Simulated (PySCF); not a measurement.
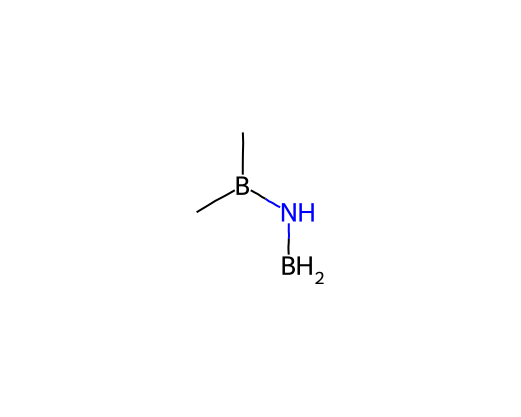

Give its SMILES.

Answer. BNB(C)C

What is the molecular formula?

Answer. C2H9B2N.

An optimisation with PBE0-D3(BJ)/def2-SVP gave a structure of which point group?

Answer. C1. Other conformers may differ.

More results for the same structure follow; atom numbers are the same in all pictures, views and colours differ. The geometry was computed by an optimisation with PBE0-D3(BJ)/def2-SVP. No frequency run is at hand to confirm it as a minimum.

**Geometry**

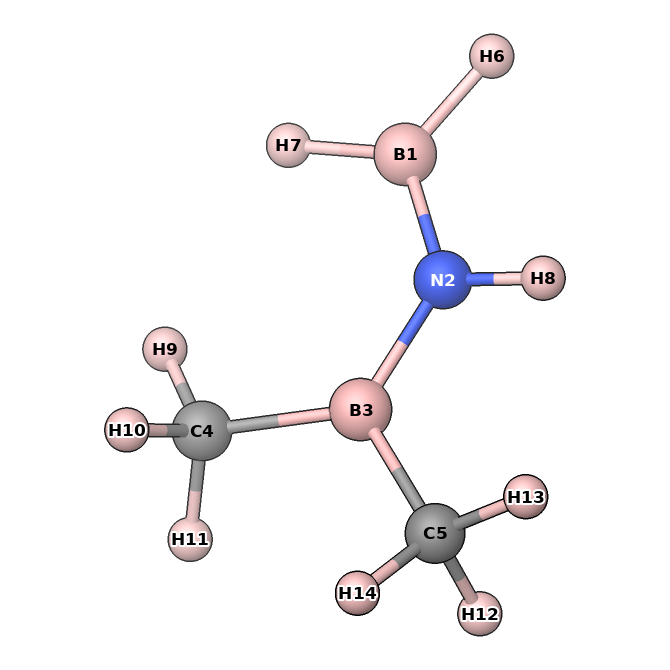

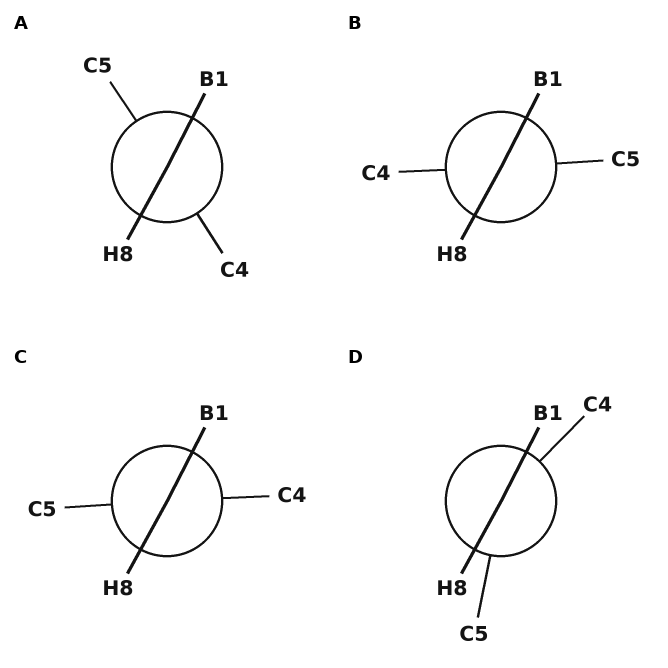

Distant atoms are faded towards the background colour. Bonds that would overlap in a projection are set slightly apart. No frequency run is at hand to confirm it as a minimum.

Which Newman projection shows the view along N2–B3, with N2 in front?

Answer. D. The torsion angle B1–N2–B3–C4 is 0°, synperiplanar (eclipsed).

**Electronic properties**

No frequency run is at hand to confirm it as a minimum. Properties computed with PBE0/pcSseg-1 in acetonitrile (IEF-PCM) (PySCF 2.14.0).

Give the LUMO energy (Kohn–Sham orbital) at this level.

Answer. −0.80 eV.

Estimate the HOMO energy (Kohn–Sham orbital).

Answer. −8.60 eV.

What is the dipole moment?

Answer. 1.67 D.

**Bond orders**

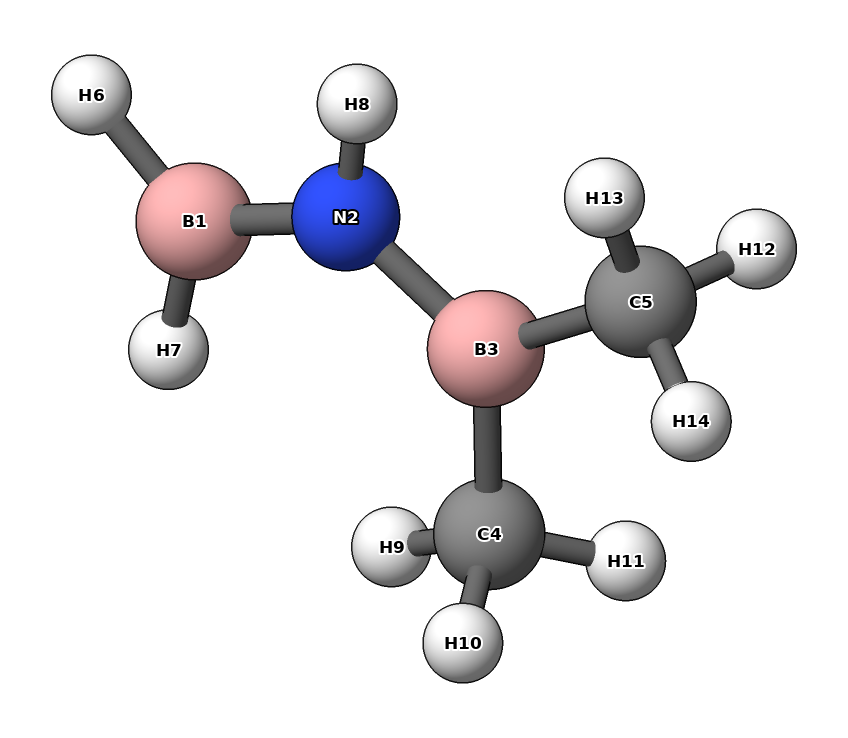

The thickness of each stick grows with its Mayer bond order. No frequency run is at hand to confirm it as a minimum. Level of theory: PBE0/pcSseg-1 (PySCF 2.14.0).

Which bond has the highest Mayer bond order?

Answer. B1–N2, 1.27, at a length of 1.411 Å.

List the Mayer bond orders of B1–N2, B1–H6, B1–H7, N2–B3, N2–H8, B3–C4, B3–C5, C4–H9, C4–H10, C4–H11, C5–H12, C5–H13, C5–H14.

| bond | Mayer order | length (Å) |
| --- | --- | --- |
| B1–N2 | 1.27 | 1.411 |
| B1–H6 | 0.98 | 1.210 |
| B1–H7 | 0.99 | 1.207 |
| N2–B3 | 1.14 | 1.443 |
| N2–H8 | 0.91 | 1.017 |
| B3–C4 | 1.05 | 1.573 |
| B3–C5 | 1.03 | 1.579 |
| C4–H9 | 0.96 | 1.097 |
| C4–H10 | 0.94 | 1.105 |
| C4–H11 | 0.95 | 1.103 |
| C5–H12 | 0.93 | 1.106 |
| C5–H13 | 0.96 | 1.102 |
| C5–H14 | 0.96 | 1.101 |

**Core levels**

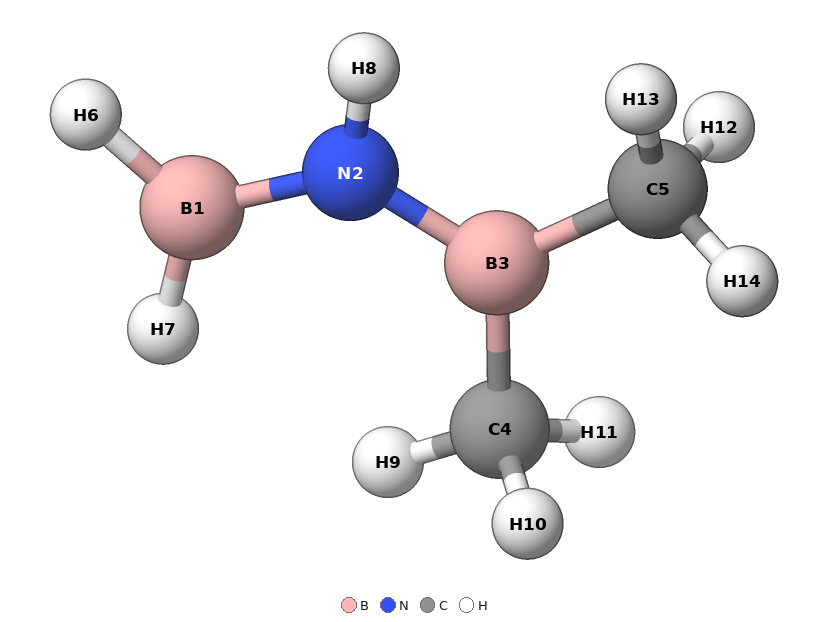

No frequency run is at hand to confirm it as a minimum. Properties computed with delta-SCF UKS SCAN, pcX-2 on the ionised atom, pcseg-1 elsewhere, spin-free X2C (PySCF 2.14.0).

Give the core-electron binding energies (to vacuum) of B1 1s, N2 1s, B3 1s, C4 1s.

```tsv
atom	level	binding energy (eV)
B1	1s	195.9
N2	1s	404.9
B3	1s	195.8
C4	1s	289.9
```
